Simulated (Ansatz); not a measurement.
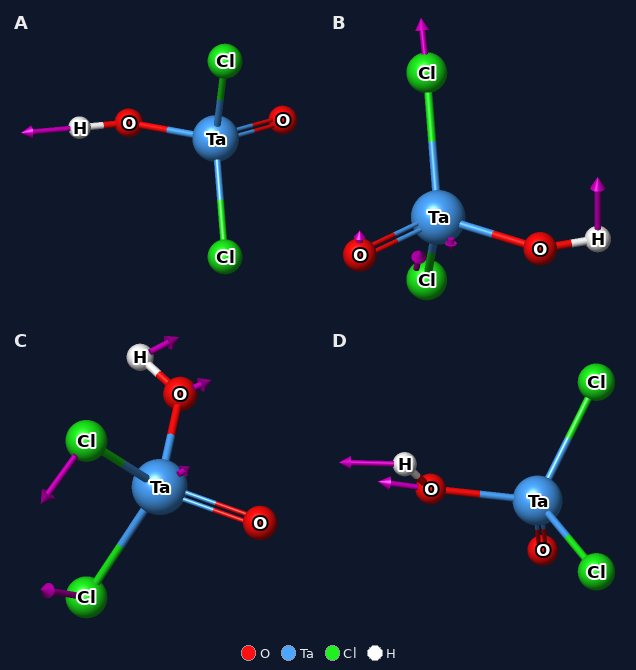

4 normal modes of one molecule or complex, as arrows. Charge 0, singlet. Harmonic vibrations computed with RKS PBE0-D4/def2-TZVP, core potentials on Ta (Ansatz 0.2.0) at a stationary point of the same level.

> Match the panels to the wavenumbers 106 cm⁻¹, 412 cm⁻¹, 730 cm⁻¹, 3910 cm⁻¹.

A: 3910 cm⁻¹, O–H stretching
B: 412 cm⁻¹, out-of-phase stretching of 2 Ta–Cl bonds
C: 106 cm⁻¹, Cl–Ta–Cl bending
D: 730 cm⁻¹, Ta–O stretching
